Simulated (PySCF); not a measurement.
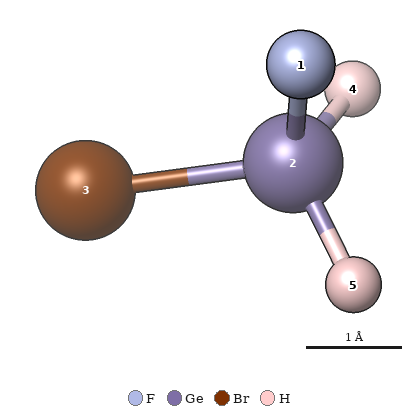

The starting structure (ball-and-stick view, seen at a tilt; atoms are numbered from 1 in the order of the input). Sticks mark near contacts. Bond lengths as drawn: Br–Ge 2.24 Å, F–Ge 1.71 Å and Ge–H 1.49 to 1.51 Å.

Run report: GeH2BrF, geometry relaxation

System: GeH2BrF, SMILES [F][GeH2][Br].
Method: PBE0-D3(BJ)/def2-SVP geometry optimisation, gas phase (PySCF 2.14.0).

It belongs to a series of runs on one base structure; here: H on Ge replaced by Br.

## What the program printed
```
step   0  E = -4750.96499125  max force = 0.018708
step   1  E = -4750.96635157  max force = 0.020986
step   2  E = -4750.96772632  max force = 0.004665
step   3  E = -4750.96777336  max force = 0.000345
step   4  E = -4750.96777520  max force = 0.000279
optimisation converged
```

## Trajectory as extended XYZ (Å, eV, eV/Å), 5 frames, from step=0 to step=4
```
5
Properties=species:S:1:pos:R:3:forces:R:3 step=0 energy=-129280.34234
F    -0.8844    1.3693   -0.1294   -0.4919   0.9620  -0.0824
Ge   -0.1136   -0.1489    0.0022   -0.1571  -0.1240  -0.3795
Br    2.0840    0.2901    0.0263    0.8387   0.0414   0.0010
H    -0.5455   -0.6713    1.3250   -0.1833  -0.5017   0.7201
H    -0.5068   -0.8732   -1.2621   -0.0064  -0.3778  -0.2592
5
Properties=species:S:1:pos:R:3:forces:R:3 step=1 energy=-129280.37936
F    -0.6636    1.4130   -0.2749    0.5644  -1.0792   0.0920
Ge    0.1513   -0.1631   -0.1302   -0.4419   0.7010   0.0905
Br    2.4246    0.2150   -0.1220   -0.2416  -0.0187  -0.0034
H    -0.2581   -0.7728    1.2404    0.0843   0.2139  -0.3577
H    -0.2114   -0.9906   -1.3827    0.0349   0.1830   0.1787
5
Properties=species:S:1:pos:R:3:forces:R:3 step=2 energy=-129280.41677
F    -0.6407    1.3796   -0.2725    0.1262  -0.2157   0.0186
Ge    0.1523   -0.1673   -0.1275   -0.1268   0.2399   0.0004
Br    2.4103    0.2140   -0.1201   -0.0039  -0.0086   0.0008
H    -0.2625   -0.7524    1.2241    0.0038  -0.0003   0.0062
H    -0.2167   -0.9725   -1.3734    0.0008  -0.0152  -0.0260
5
Properties=species:S:1:pos:R:3:forces:R:3 step=3 energy=-129280.41805
F    -0.6314    1.3775   -0.2730    0.0002   0.0165  -0.0030
Ge    0.1497   -0.1649   -0.1272   -0.0176   0.0002  -0.0089
Br    2.4084    0.2080   -0.1186    0.0178  -0.0077   0.0020
H    -0.2655   -0.7485    1.2247   -0.0025  -0.0059   0.0071
H    -0.2184   -0.9706   -1.3753    0.0022  -0.0031   0.0028
5
Properties=species:S:1:pos:R:3:forces:R:3 step=4 energy=-129280.41810
F    -0.6274    1.3811   -0.2743   -0.0010   0.0143  -0.0032
Ge    0.1484   -0.1637   -0.1275    0.0003  -0.0086  -0.0007
Br    2.4094    0.2013   -0.1171    0.0051  -0.0078   0.0024
H    -0.2682   -0.7472    1.2246   -0.0033   0.0016   0.0004
H    -0.2195   -0.9701   -1.3751   -0.0012   0.0005   0.0011
```

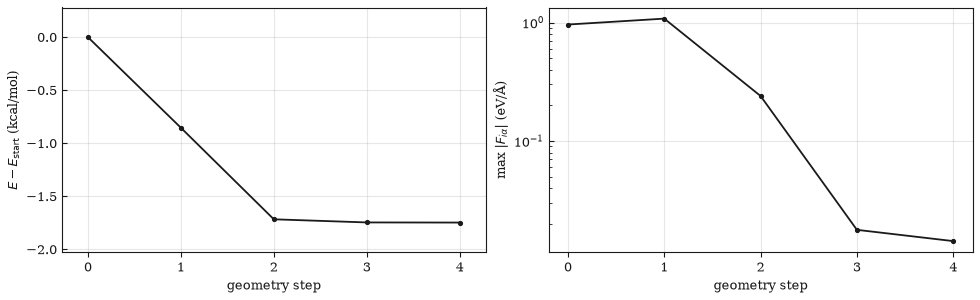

Progress of the relaxation, step by step (steps are counted from 0).

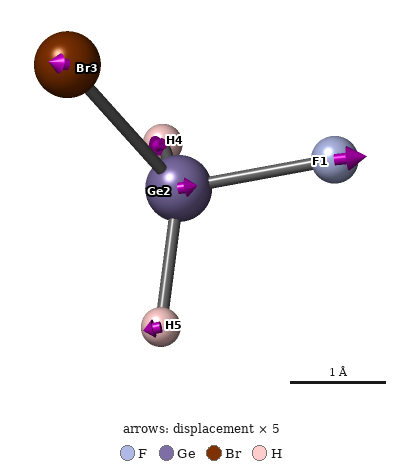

The starting structure with the displacements as pink arrows, magnified 5 times (ball-and-stick view, seen at a tilt). The two geometries are laid on each other by the best rigid fit. After 4 geometry steps the energy has fallen by 1.75 kcal/mol. Largest force component: 0.96 eV/Å at the start, 0.014 eV/Å at the end. F1 moves most after the best rigid fit: 0.069 Å. Largest moves by element: F 0.069 Å, H 0.046 Å, Br 0.045 Å, Ge 0.042 Å. Among the contacts that change: Ge2–Br3 2.241 → 2.290 Å, Ge2–H4 1.486 → 1.530 Å, F1–Ge2 1.708 → 1.735 Å, Ge2–H5 1.509 → 1.530 Å. Among the angles that change: H4–Ge2–H5 120.1° → 117.0°, F1–Ge2–H4 104.5° → 107.0°, Br3–Ge2–H5 111.0° → 109.0°. (Atoms are counted from 1 in the order of the input.)

This output came from the following input.

## Input file
```
{"job": {"xc": "PBE0", "basis": "def2-SVP", "d3": "d3bj", "grid": 1, "shake": 0.01, "kind": "geom"}, "charge": 0, "multiplicity": 1}
F     -0.884450     1.369270    -0.129370
Ge    -0.113630    -0.148910     0.002240
Br     2.083980     0.290110     0.026310
H     -0.545490    -0.671280     1.325040
H     -0.506830    -0.873170    -1.262110
```

The first line tells a small driver script what to run in PySCF; the rest is the geometry in Å.

Run as:
```bash
OMP_NUM_THREADS=1 python <driver script> task.json out
```

## Key numbers

- outcome: converged
- total energy: −4750.967775 hartree
- dipole moment: 2.17 D
- point group: Cs
- hardware: 1 CPU thread, shared host
- wall time: 16 s
- peak memory: 0.36 GiB
